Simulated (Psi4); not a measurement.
# A workflow on SF (Monosulfur monofluoride)

Aim: a geometry optimisation (U-wB97X-D/def2-SVP), then the harmonic vibrations, then a single-point energy (UMP2/cc-pVTZ), then the excited states (TD-wB97X-D/def2-SVP) of SF (Monosulfur monofluoride). 

The calculation is run with Psi4 1.11.

## Step 1: The system as given

SF has 2 atoms, charge 0, and is taken as a doublet. SMILES: `F[S]`. All atoms were displaced at random from a relaxed shape. The run starts from this shape.

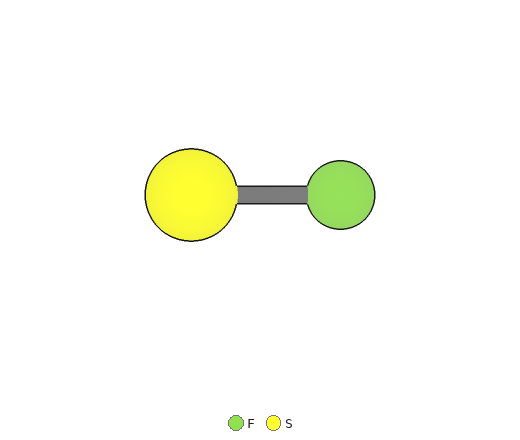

Viewed from a chosen angle; fluorine green, sulfur yellow.

## Step 2: A geometry optimisation at U-wB97X-D/def2-SVP (density fitting) (run 1)

fs.xyz reads:

```xyz
2
FS
F     -0.052832    -0.010634     0.006937
S      0.081193    -0.017719     1.580565
```

job.py reads:

```python
import psi4

psi4.set_memory(1600000000)
psi4.set_num_threads(1)
psi4.core.set_output_file('psi4.out', False)

with open('fs.xyz') as f:
    atoms = ''.join(f.readlines()[2:])
geom = psi4.geometry('0 2\n' + atoms + 'symmetry c1')

psi4.set_options({
    'basis': 'def2-SVP',
    'reference': 'uks',
    'geom_maxiter': 60,
})

e_tot, wfn = psi4.optimize("wb97x-d", return_wfn=True)
print(f'wb97x-d energy: {e_tot:.10f} Eh')
print(geom.to_string(dtype='xyz', units='Angstrom'))
```

Launch:

```bash
$ python job.py
```

psi4.out:

```text
[...]
  Running in c1 symmetry.
[...]
  Nuclear repulsion =   48.248933289928026
[...]
  Multiplicity = 2
[...]
  Nalpha       = 13
  Nbeta        = 12
[...]
    Number of basis functions: 32
[...]
   @DF-UKS iter   1:  -497.69517317406161   -3.04408e-01   6.72360e-03 ADIIS/DIIS
[...]
   @DF-UKS iter   7:  -497.71442557022016   -5.34328e-12   8.65891e-09 DIIS
[...]
   @S^2 Observed:                7.525986943E-01
[...]
  @DF-UKS Final Energy:  -497.71442557022016
   => Energetics <=
    Nuclear Repulsion Energy =             47.1558156143224636
    One-Electron Energy =                -782.3866139174388081
    Two-Electron Energy =                 263.6729483132261862
    DFT Exchange-Correlation Energy =     -26.1565706764610049
    Empirical Dispersion Energy =          -0.0000049038689905
    VV10 Nonlocal Energy =                  0.0000000000000000
    Total Energy =                       -497.7144255702201576
  UHF NO Occupations:
  HONO-2 :   11  A 1.9998377
  HONO-1 :   12  A 1.9989374
[...]
  -Total Gradient:
     Atom            X                  Y                   Z
    ------   -----------------  -----------------  -----------------
       1       -0.000000000000    -0.000000000000    -0.000319160318
       2        0.000000000000     0.000000000000    -0.000456708715
[...]
    Final optimized geometry and variables:
    Molecular point group: c1
    Full point group: C_inf_v
    Geometry (in Angstrom), charge = 0, multiplicity = 2:
    F            0.000000000000    -0.000000000000    -1.013632343724
    S           -0.000000000000     0.000000000000     0.602319312371
[...]
```

The script printed:

```text
Some dependencies such as QCElemental have not yet finished migration to pydantic v2. If issues are encountered please downgrade pydantic or upgrade QCElemental as appropriate
	Energy has increased in a minimization.
	Energy ratio indicates iffy step.
	Intrafrag trust radius decreased to   0.25.
Optimizer: Optimization complete!
wb97x-d energy: -497.7144255702 Eh
2
0 2 FS
F                     0.000000000000     0.000000000000    -1.013632343724
S                     0.000000000000     0.000000000000     0.602319312371
```

Run time: 4.8 s. Hardware: 1 thread of Intel Xeon 6975P-C (Granite Rapids), shared host; peak memory 0.27 GiB.

The path in brief:

| step | energy from the first frame kept (eV) | largest force (eV/Å) |
| --- | --- | --- |
| 0 | 0.0000 | 1.3336 |
| 1 | -0.0207 | 0.4288 |
| 2 | -0.0229 | 0.0576 |
| 3 | -0.0229 | 0.0235 |

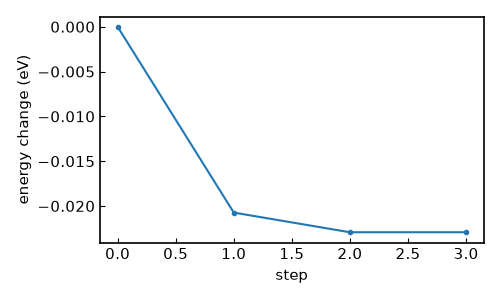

Energy along the run.

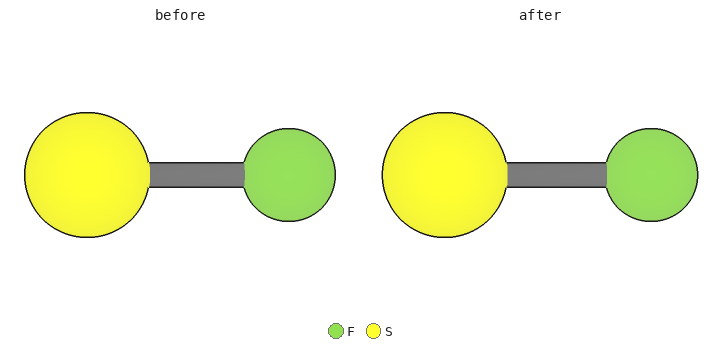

Before and after, at one scale.

After the run. Bond lengths: F1–S2 1.616 Å.

## Step 3: The harmonic vibrations at U-wB97X-D/def2-SVP (density fitting) (run 2)

job.in reads:

```
memory 1600 MB

molecule {
  0 2
  F     -0.054781    -0.010531    -0.015945
  S      0.082351    -0.017780     1.594162
}

set {
  basis def2-SVP
  reference uks
  t 298.15
  rotational_symmetry_number 1
}

e, wfn = frequencies('wb97x-d', return_wfn=True)
print_variables()
```

Launch:

```bash
$ psi4 job.in job.out -n 1
```

job.out:

```text
[...]
  Running in c2v symmetry.
[...]
  Nuclear repulsion =   47.155792770163401
[...]
  Multiplicity = 2
[...]
  Nalpha       = 13
  Nbeta        = 12
[...]
    Number of basis functions: 32
[...]
   @DF-UKS iter   1:  -497.69576605608745   -3.58911e-01   1.16151e-02 DIIS/ADIIS
[...]
  Running in cs symmetry.
[...]
   @DF-UKS iter  12:  -497.71442556798644   -7.95808e-13   3.53623e-09 DIIS
[...]
   @S^2 Observed:                7.525986916E-01
[...]
  @DF-UKS Final Energy:  -497.71442556798644
   => Energetics <=
    Nuclear Repulsion Energy =             47.1557874659509366
    One-Electron Energy =                -782.3865594421843070
    Two-Electron Energy =                 263.6729216864675891
    DFT Exchange-Correlation Energy =     -26.1565703743340130
    Empirical Dispersion Energy =          -0.0000049038865499
    VV10 Nonlocal Energy =                  0.0000000000000000
    Total Energy =                       -497.7144255679864386
  UHF NO Occupations:
  HONO-2 :    8 Ap 1.9998377
  HONO-1 :    9 Ap 1.9989374
[...]
  -Total Gradient:
     Atom            X                  Y                   Z
    ------   -----------------  -----------------  -----------------
       1        0.000000000000    -0.000000151669    -0.000319770360
       2        0.000000000000    -0.000000216328    -0.000456094255
[...]
  ==> Harmonic Vibrational Analysis <==
[...]
  Freq [cm^-1]                 864.6871
[...]
  IR activ [km/mol]            67.9127
[...]
  Total E_0, Enthalpy at 0 [K]                                                         -497.71245566 [Eh]
[...]
  Total H, Enthalpy at  298.15 [K]                                                     -497.70908935 [Eh]
[...]
  Total G, Gibbs energy at  298.15 [K]                                                 -497.73429606 [Eh]
[...]
```

Wall time 7.8 s (1 thread of Intel Xeon 6975P-C (Granite Rapids), shared host); peak memory 0.26 GiB.

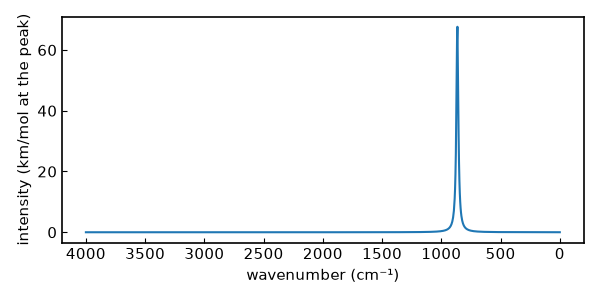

Harmonic infrared spectrum, unscaled, lines broadened by 10 cm⁻¹.

## Step 4: A single-point energy at UMP2/cc-pVTZ (density fitting, density fitting for correlation) (run 3)

fs.inp reads:

```
memory 1600 MB

molecule system {
  0 2
  F     -0.054781    -0.010531    -0.015945
  S      0.082351    -0.017780     1.594162
}

set {
  basis cc-pVTZ
  reference uhf
  freeze_core true
}

energy("mp2")
```

Launch:

```bash
$ psi4 -i fs.inp -o fs.out -n 1
```

fs.out:

```text
[...]
  Running in c2v symmetry.
[...]
  Nuclear repulsion =   47.155792770163401
[...]
  Multiplicity = 2
[...]
  Nalpha       = 13
  Nbeta        = 12
[...]
    Number of basis functions: 64
[...]
   @DF-UHF iter   1:  -496.93586303533016   -5.54306e-01   6.94351e-03 DIIS/ADIIS
[...]
   @DF-UHF iter  15:  -496.96614343583190   -2.27374e-13   4.75629e-09 DIIS
[...]
   @S^2 Observed:                7.655867688E-01
[...]
  @DF-UHF Final Energy:  -496.96614343583190
   => Energetics <=
    Nuclear Repulsion Energy =             47.1557927701634014
    One-Electron Energy =                -782.4606054629530263
    Two-Electron Energy =                 238.3386692569577008
    Total Energy =                       -496.9661434358318957
  UHF NO Occupations:
  HONO-2 :    2 B1 1.9995439
  HONO-1 :    7 A1 1.9930746
  HONO-0 :    3 B1 1.0000000
  LUNO+0 :    8 A1 0.0069254
  LUNO+1 :    4 B1 0.0004561
[...]
 Multipole Moments:
 ------------------------------------------------------------------------------------
     Multipole            Electronic (a.u.)      Nuclear  (a.u.)        Total (a.u.)
 ------------------------------------------------------------------------------------
 L = 1.  Multiply by 2.5417464519 to convert [e a0] to [Debye]
 Dipole X            :          0.0000000            0.0000000            0.0000000
 Dipole Y            :          0.0000000            0.0000000            0.0000000
 Dipole Z            :         -0.4497457            0.9721094            0.5223637
 Magnitude           :                                                    0.5223637
[...]
```

It took 1.6 s on 1 thread of Intel Xeon 6975P-C (Granite Rapids), shared host; peak memory 0.29 GiB.

## Step 5: The vertical excitations at TD-wB97X-D/def2-SVP (density fitting, save jk yes) (run 4)

job.dat reads:

```
memory 1.6 GB

molecule molecule1 {
  0 2
  F
  S 1 R2

  R2 = 1.615952
  symmetry c1
}

set basis def2-SVP
set reference uks
set save_jk true

from psi4.driver.procrouting.response.scf_response import tdscf_excitations
E, wfn = energy("wb97x-d", return_wfn=True)
states = tdscf_excitations(wfn, states=6, tda=False)
```

Launch:

```bash
$ psi4 -i job.dat -o job.out -n 1
```

job.out:

```text
Psi4 1.11 release

   => Loading Basis Set <=

    Name: DEF2-SVP
    Role: ORBITAL
    Keyword: BASIS

   => WB97X-D: Empirical Dispersion <=

    Chai and Head-Gordon Dispersion Correction

        s6 =       1.000000

         ---------------------------------------------------------
                                   SCF
                              UKS Reference
                        1 Threads,   1525 MiB Core
         ---------------------------------------------------------

  ==> Geometry <==

[... 147 lines left out ...]
   @DF-UKS iter   1:  -497.69576606423828   -3.58911e-01   6.86773e-03 ADIIS/DIIS
[... 6 lines left out ...]
   @DF-UKS iter   8:  -497.71442556729420   -4.76211e-08   1.05626e-06 DIIS
[... 14 lines left out ...]
   @S   Observed:                5.000000000E-01
[... 54 lines left out ...]
    Empirical Dispersion Energy =          -0.0000049038752509
[... 70 lines left out ...]
RuntimeError: The H2 matrix is not Positive Definite. This means the reference state is not stable.
[... 9 lines left out ...]
!----------------------------------------------------------------------------------!
!                                                                                  !
!  The H2 matrix is not Positive Definite. This means the reference state is not   !
!     stable.                                                                      !
!                                                                                  !
!----------------------------------------------------------------------------------!

    Psi4 run time: 0:00:01.60
```

Run time: 2.3 s. Hardware: 1 thread of Intel Xeon 6975P-C (Granite Rapids), shared host; peak memory 0.23 GiB.

The run ended with an error.

## Step 6: Results

```
                                                                            quantity                value
                                  run 1, U-wB97X-D/def2-SVP: total energy at the end        -497.71443 Eh
                                            run 1, U-wB97X-D/def2-SVP: dipole moment               1.12 D
                       run 1, U-wB97X-D/def2-SVP: HOMO energy (highest over α and β)             -9.04 eV
                        run 1, U-wB97X-D/def2-SVP: LUMO energy (lowest over α and β)             -2.57 eV
                                              run 1, U-wB97X-D/def2-SVP: bond length              1.616 Å
                                        run 1, U-wB97X-D/def2-SVP: dispersion energy         -0.01 kJ/mol
                                                     run 1, U-wB97X-D/def2-SVP: ⟨S²⟩                0.753
                                      run 2, U-wB97X-D/def2-SVP: harmonic wavenumber             865 cm⁻¹
                                        run 2, U-wB97X-D/def2-SVP: zero-point energy           5.2 kJ/mol
run 2, U-wB97X-D/def2-SVP: ideal-gas entropy at 298.15 K (symmetry number 1 as used)     53.1 cal/(mol K)
                                                   run 3, UMP2/cc-pVTZ: total energy        -497.36100 Eh
     run 3, UMP2/cc-pVTZ: HOMO energy (Hartree–Fock orbitals) (highest over α and β)            -10.57 eV
      run 3, UMP2/cc-pVTZ: LUMO energy (Hartree–Fock orbitals) (lowest over α and β)              0.16 eV
                    run 3, UMP2/cc-pVTZ: correlation energy (6 core orbitals frozen)           -394.9 mEh
                              run 3, UMP2/cc-pVTZ: ⟨S²⟩ of the reference determinant                0.766
                                                          run 4, TD-wB97X-D/def2-SVP  no result (crashed)
```

**Reading.** The optimisation (run 1, U-wB97X-D/def2-SVP) took 4 steps and changed the energy by -0.023 eV. The one mode (run 2, U-wB97X-D/def2-SVP) is real, so the shape is a minimum at this level. 1 of the 4 runs did not end normally.
